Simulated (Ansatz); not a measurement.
SiGe (zincblende [001] superlattice), computed twice by G0W0.

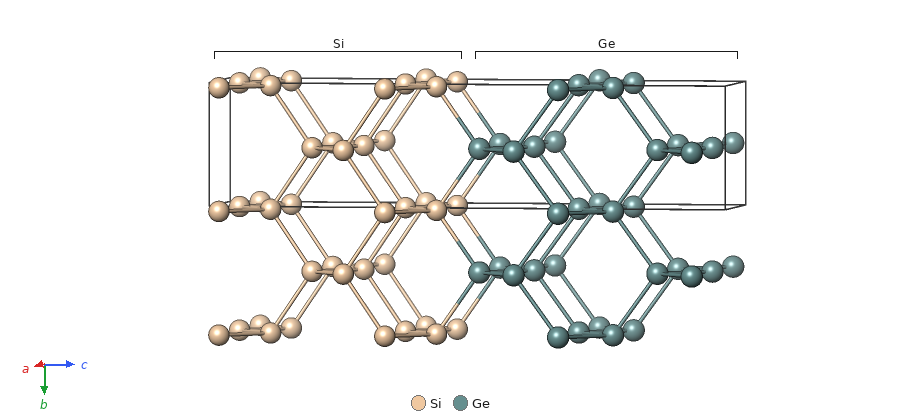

The structure (silicon light orange, germanium teal). 2×2×1 cells are drawn. Some periodic images of atoms are drawn too.

The cell holds 12 atoms: 6 Si and 6 Ge. Cell: a = 3.897 Å, b = 3.899 Å, c = 16.474 Å, α = 90.0°, β = 90.0°, γ = 90.0°. It derives from Si. Regions: Si, 6 atoms (6 Si); Ge, 6 atoms (6 Ge). The structure's axis is c.

```
Si Ge
1.0
     3.89666    0.00000    0.00000
     0.00000    3.89856    0.00000
     0.00000    0.00000   16.47440
Si Ge
6 6
Direct
  0.00000 0.00000 0.04038
  0.50000 0.00000 0.12057
  0.50000 0.50000 0.20107
  0.00000 0.50000 0.28160
  0.00000 0.00000 0.36209
  0.50000 0.00000 0.44228
  0.50000 0.50000 0.52533
  0.00000 0.50000 0.61194
  0.00000 0.00000 0.69817
  0.50000 0.00000 0.78450
  0.50000 0.50000 0.87072
  0.00000 0.50000 0.95733
```

The structure was relaxed with LDA. The runs that relaxed it are not among those shown.

The first (Ansatz 0.2.0; start LDA, 6×6×2 mesh, 842 empty bands, screening to 130 eV, PAW set soft_1 files; 1 × NVIDIA H100 80GB HBM3 (shared by 6 runs) with 3 threads of AMD EPYC 7R13 (Zen 3), shared host) gave, on its mesh: starting gap 0.12 eV, G0W0 gap 0.57 eV, RPA ε∞ (mean) 18.81, 7.6 min.

Q: The second changes empty bands from 842 to 213 and screening cutoff (eV) from 130.0 to 52. What does it give?

It gave: starting gap 0.12 eV, G0W0 gap 0.33 eV, RPA ε∞ (mean) 19.28, 74 s. The G0W0 gap moves by −0.24 eV, +0.00 eV from the start and −0.24 eV from the correction. Σc changes by +0.50 eV at the valence top and +0.26 eV at the conduction bottom, and Σx − Vxc between them by +0.00 eV.

Limits: not at the basis limit; no spin-orbit coupling; coarse k mesh.

[Paths, hosts, dates, memory and timing lines, banners, echoed tables and standing remarks are left out of the program output.]

[Logs are printed without paths, hosts, clocks, repeated set-up lines and the standing remarks that a program may print on its own settings, such as how far it seeks lower states.]

[Runs of the session that timed out or met a known fault of the program may be left out.]

[Cells called generated may have been cut or substituted from an entry of the Crystallography Open Database or the Materials Project.]

[Hosts, paths, dates, database ids (printed as entryN), source tags and the programs' standing remarks are cut or masked in the printed files.]
